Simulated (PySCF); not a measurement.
Consider C7H10N (SMILES C#C/C=[N+](/C)CC=C) (charge +1).

```xyz
18

C    -1.4490    3.0953    0.0302
C    -1.5030    1.8914    0.0726
C    -1.6109    0.5021    0.1516
N    -0.7990   -0.3223   -0.4087
C    -0.9540   -1.7448   -0.2963
C     0.3753    0.1189   -1.1353
C     1.5909    0.0352   -0.2413
C     2.6447   -0.7086   -0.5136
H    -1.4063    4.1474   -0.0079
H    -2.4477    0.1163    0.7262
H    -1.1804   -2.1690   -1.2771
H    -1.7527   -2.0075    0.3943
H    -0.0167   -2.1855    0.0488
H     0.5141   -0.5237   -2.0069
H     0.2301    1.1528   -1.4604
H     1.5444    0.6488    0.6471
H     2.7097   -1.3165   -1.4009
H     3.5017   -0.7240    0.1365
```

Geometry: GFN2-xTB, NEB image 0 of 0 to 8.

The calculation used PBE0/pcSseg-1, SCF density, gas phase, non-relativistic (PySCF).

Predict the electron density and electron localisation function between the atoms.

C–C (1.21 Å): ρ at the midpoint is about 2.7 e/Å³; the ELF peaks at about 0.85 between the atoms (a short, multiple covalent bond).
C–N (1.29 Å): ρ is about 2.7 e/Å³ halfway; the ELF peaks at about 0.90 between the atoms (a covalent bond).
C–H (1.05 Å): ρ is about 2.2 e/Å³ halfway; the ELF climbs to about 1 towards the hydrogen, as it does in any bond to H; an ordinary covalent bond to hydrogen.
C–C (1.40 Å): ρ at the midpoint is about 2 e/Å³; the ELF peaks at about 0.95 between the atoms: localised, covalent bonding.

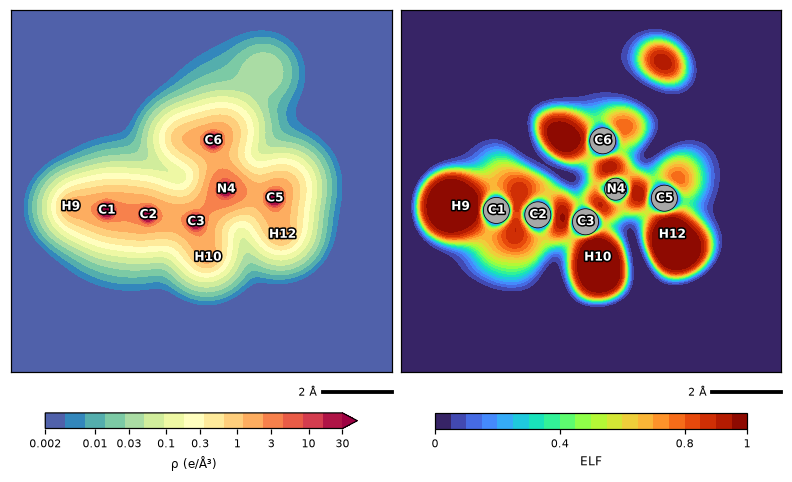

Computed electron density and electron localisation function on the plane of atoms C5, N4 and C6, in this order. Grey discs cover the atomic cores in the ELF map. 
